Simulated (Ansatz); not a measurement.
## Effect of O → Te on BaFeO3

Consider BaFeO3 in the cubic perovskite structure (space group Pm-3m, No. 221; a = 3.885 Å; ferromagnetic).

The change: full substitution O → Te; the structure is relaxed again.

The values are results of Ansatz (a program for electronic structure), PBEsol, PAW, cutoff 420 eV, no spin-orbit coupling, not measurements. Γ-centred 9×9×9 mesh, Fermi–Dirac width 0.05 eV, for the changed cell.

The volume per atom rises by 17.007 Å³ to 28.73 Å³ and the density shrinks by 0.17 g/cm³, from 6.83 g/cm³ to 6.66 g/cm³. The space group stays Pm-3m (No. 221) and the shortest interatomic distance goes up by 0.6763 Å to 2.619 Å. The band gap is still zero and the magnetic state stays ferromagnetic. The largest site moment shrinks by 0.12 μB (2.65 μB → 2.53 μB).

Final structure:

```
BaFeTe3
1.0
    5.23741     0.00000     0.00000
    0.00000     5.23741     0.00000
    0.00000     0.00000     5.23741
Ba Fe Te
1 1 3
Direct
  0.00000   0.00000   0.00000
  0.50000   0.50000   0.50000
  0.00000   0.50000   0.50000
  0.50000   0.00000   0.50000
  0.50000   0.50000   0.00000
```

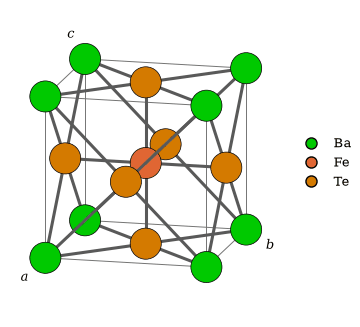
The relaxed conventional cell after the change

Whether these cells are dynamically stable was not tested. As relaxed here, BaFeTe3 is a hypothetical phase, not in the database extracts checked. No Hubbard U is applied and the magnetic state is the run's own (BaFeO3 ferromagnetic); small cells can't hold the antiferromagnetic order that many such compounds have, so gaps and moments can be off. Many cubic perovskites are stable only at high temperature; tilts and polar distortions were not tested.
